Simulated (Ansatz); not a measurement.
# wB97X/STO-3G run of SiH2SO (SMILES O[Si]S)

What is the electronic atomisation energy of SiH2SO at wB97X/STO-3G? 

The results are computed with Ansatz 0.2.0.

75 further runs of the same task are left out: 3 that didn't finish, 72 set aside as unsound or not needed.

### Step 1. The structure to begin with

SiH2SO has 5 atoms, charge 0, and is taken as a singlet. SMILES: `O[Si]S`. The coordinates come from a PBE0-D4/def2-TZVP relaxation. This is one conformer, not always the lowest.

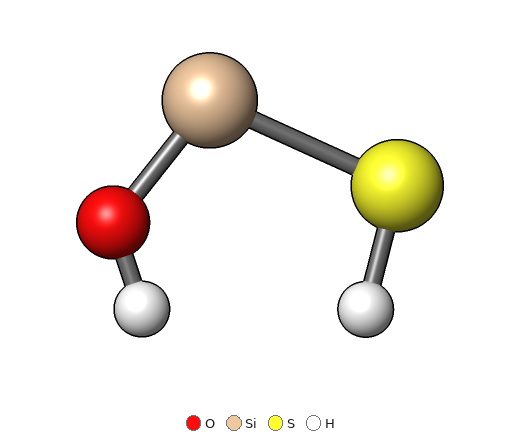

The structure, seen from a chosen angle (oxygen red, silicon light orange, sulfur yellow, hydrogen white).

### Step 2. The energy at wB97X/STO-3G

The input, job.yaml:

```yaml
crystal:
  periodic: [false, false, false]
  atoms:
    - {symbol: O, position_ang: [-1.194700, -0.658900, -0.325800]}
    - {symbol: Si, position_ang: [-0.956800, 0.951300, -0.079500]}
    - {symbol: S, position_ang: [1.167700, 1.118600, 0.360300]}
    - {symbol: H, position_ang: [-0.489400, -1.308100, -0.267200]}
    - {symbol: H, position_ang: [1.523000, -0.176500, 0.270700]}
basis:
  gaussian:
    orbitals: STO-3G
magnetization:
  spin_polarized: false
  initial_magnetization: 0
hamiltonian:
  xc: {name: wB97X}
total_charge: 0
accuracy: high
```

Command:

```
$ ansatz run job.yaml --threads 1 --pin off --max-ram 2610MiB --events-out events.jsonl --progress --plain --runs-dir runs
```

What it wrote:

```text
Warning: RAYON_NUM_THREADS=1 ignored (pool sized by the plan → 1); use --threads N
Functional definition: wB97X
  name "wB97X"
  parameter omega = 0.3/bohr
  parameter cx = 0.157706
  parameter cx1 = 0.726479
  parameter cx2 = 1.04760
  parameter cx3 = -5.70635
  parameter cx4 = 13.2794
  parameter css1 = -4.33879
  parameter css2 = 18.2308
  parameter css3 = -31.7430
  parameter css4 = 17.2901
  parameter cos1 = 2.37031
  parameter cos2 = -11.3995
  parameter cos3 = 6.58405
  parameter cos4 = -3.78132
  exchange = spin_sum(e_x_unif_sr(omega)*poly(b97_u_x, 1 - cx, cx1, cx2, cx3, cx4)) + cx*exact_x_sr(omega)
      + exact_x_lr(omega)
  correlation = spin_sum(e_c_pw_same_spin*poly(b97_u_same, 1, css1, css2, css3, css4))
      + integral(e_c_pw_opposite_spin*poly(b97_u_opposite, 1, cos1, cos2, cos3, cos4))
459 factors; integrals over basis functions are off by at most 3.2e-8 eV
166 factors; integrals over basis functions are off by at most 1.1e-9 eV
mean field evaluation 1: about -20549.3703 eV, gradient 2.2e1 eV
mean field evaluation 2: about -20550.4106 eV, gradient 1.8e1 eV
mean field evaluation 4: about -20551.3349 eV, gradient 5.4e-1 eV
mean field evaluation 8: about -20551.3209 eV, gradient 6.3e-3 eV
mean field evaluation 16: about -20551.3209 eV, gradient 2.6e-7 eV
mean field -20551.32093625 eV, -755.2471142217 hartree, gradient 3.4e-8 eV, S^2 0.000000; 0 other end points of the search recorded, 0 dependent functions left out
reference -20551.32093465 eV, -755.2471141628 hartree; 20, 20 occupied and 5, 5 virtual orbitals, 459 factors
Total energy: -20551.32093465 eV, -755.2471141628 hartree
```

It took 5.1 s on 1 thread of Arm Neoverse V2, shared host; peak memory 0.27 GiB.

### Step 3. The H atom at the same level

The input, job.yaml:

```yaml
crystal:
  periodic: [false, false, false]
  atoms:
    - {symbol: H, position_ang: [0.000000, 0.000000, 0.000000]}
basis:
  gaussian:
    orbitals: STO-3G
magnetization:
  spin_polarized: true
  initial_magnetization: 1
accuracy: high
hamiltonian:
  xc: {name: wB97X}
```

Run the same way, it converges to -0.46692 Eh (log not shown).

### Step 4. The O atom

The input, in.yaml:

```yaml
crystal:
  periodic: [false, false, false]
  atoms:
    - {symbol: O, position_ang: [0.000000, 0.000000, 0.000000]}
basis:
  gaussian:
    orbitals: STO-3G
magnetization:
  spin_polarized: true
  initial_magnetization: 2
hamiltonian:
  xc: {name: wB97X}
accuracy: high
```

Command:

```
$ ansatz run in.yaml --threads 1 --pin off --max-ram 2610MiB --events-out events.jsonl --progress --plain --runs-dir runs
```

What it wrote (excerpt; [...] marks lines left out):

```text
Warning: RAYON_NUM_THREADS=1 ignored (pool sized by the plan → 1); use --threads N
[... 2 set-up lines as earlier in the session ...]
[...]
      + exact_x_lr(omega)
[...]
      + integral(e_c_pw_opposite_spin*poly(b97_u_opposite, 1, cos1, cos2, cos3, cos4))
15 factors; integrals over basis functions are off by at most 1.1e-9 eV
15 factors; integrals over basis functions are off by at most 3.1e-10 eV
[...]
mean field -2014.62968044 eV, -74.0362751911 hartree, gradient 0.0e0 eV, S^2 2.000000; 0 other end points of the search recorded, 0 dependent functions left out
reference -2014.62968021 eV, -74.0362751826 hartree; 5, 3 occupied and 0, 2 virtual orbitals, 15 factors
Total energy: -2014.62968021 eV, -74.0362751826 hartree
```

Run time: 0.58 s. Hardware: 1 thread of Arm Neoverse V2, shared host; peak memory 0.13 GiB.

### Step 5. The S atom, same level

The input, molecule.yaml:

```yaml
crystal:
  periodic: [false, false, false]
  atoms:
    - {symbol: S, position_ang: [0.000000, 0.000000, 0.000000]}
basis:
  gaussian:
    orbitals: STO-3G
magnetization:
  spin_polarized: true
  initial_magnetization: 2
hamiltonian:
  xc: {name: wB97X}
accuracy: high
```

Run the same way, it converges to -393.67757 Eh (log not shown).

### Step 6. The Si atom

The input, in.yaml:

```yaml
crystal:
  periodic: [false, false, false]
  atoms:
    - {symbol: Si, position_ang: [0.000000, 0.000000, 0.000000]}
basis:
  gaussian:
    orbitals: STO-3G
accuracy: high
magnetization:
  spin_polarized: true
  initial_magnetization: 2
hamiltonian:
  xc: {name: wB97X}
```

Run the same way, it converges to -285.93335 Eh (log not shown).

### Step 7. Results

Level: wB97X/STO-3G.

```
                     quantity          value
       molecule: total energy  -755.24711 Eh
         H atom: total energy    -0.46692 Eh
                 H atom: ⟨S²⟩          0.750
         O atom: total energy   -74.03628 Eh
                 O atom: ⟨S²⟩          2.000
         S atom: total energy  -393.67757 Eh
                 S atom: ⟨S²⟩          2.000
        Si atom: total energy  -285.93335 Eh
                Si atom: ⟨S²⟩          2.000
electronic atomisation energy      18.125 eV
```

**Reading.** Taking the molecule apart into free atoms costs 18.12 eV (1749 kJ/mol), before zero-point energy and without spin-orbit coupling. In a minimal basis such a difference can be off by several eV, whatever the method.
